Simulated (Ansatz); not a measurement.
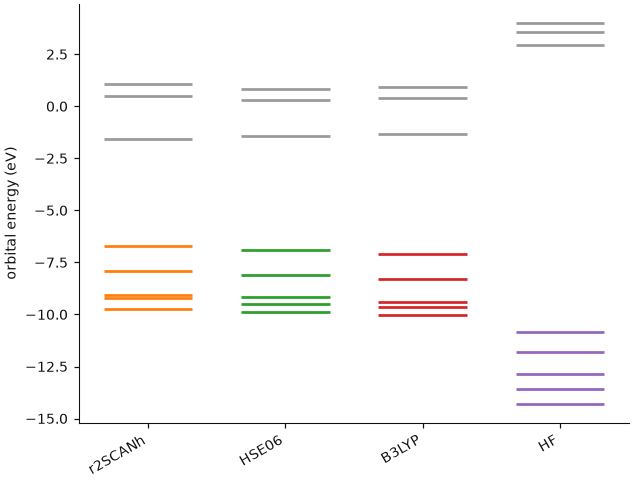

Frontier orbital energies of C₂H₆FNSi, SMILES C=N[SiH2]CF at one geometry, def2-TZVPP, the Ansatz code, at a PBE0-D4/def2-TZVP geometry (a minimum by its frequencies). Empty levels are grey, levels within 0.1 eV stand side by side; all columns show the same few orbitals around the gap.

Compare the HOMO-LUMO separations.

Answer. The separation grows from 5.15 eV (r2SCANh) to 13.78 eV (HF).

```tsv
level	HOMO (eV)	LUMO (eV)	separation (eV)
r2SCANh	−6.70	−1.55	5.15
HSE06	−6.90	−1.45	5.45
B3LYP	−7.09	−1.32	5.78
HF	−10.83	2.95	13.78
```

Caveats, for all or some of the runs: empty levels above zero depend strongly on the basis; one conformer of a flexible molecule.
